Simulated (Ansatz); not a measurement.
The starting structures come from a database of crystals and need not be the phases stable at ambient conditions.

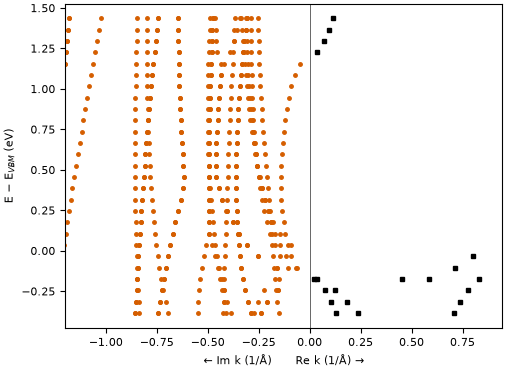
Figure: Complex bands at the centre of the two-dimensional zone; r2SCAN run with Ansatz (an electronic-structure program)

The gap is the functional's own. No spin-orbit coupling. Mid-gap values are interpolated on the energy grid.

Question: This is Ba2HfS4 (I4/mmm, not sure to be the ambient phase, 7 atoms a cell, 27.7 Å³ an atom) along the normal of (110). Read off the slowest decay at the centre of the two-dimensional zone at 0.59 eV, the computed energy nearest the middle of the gap.

Answer: κ ≈ 0.14 1/Å, a decay length 1/(2κ) of the density of 3.6 Å.
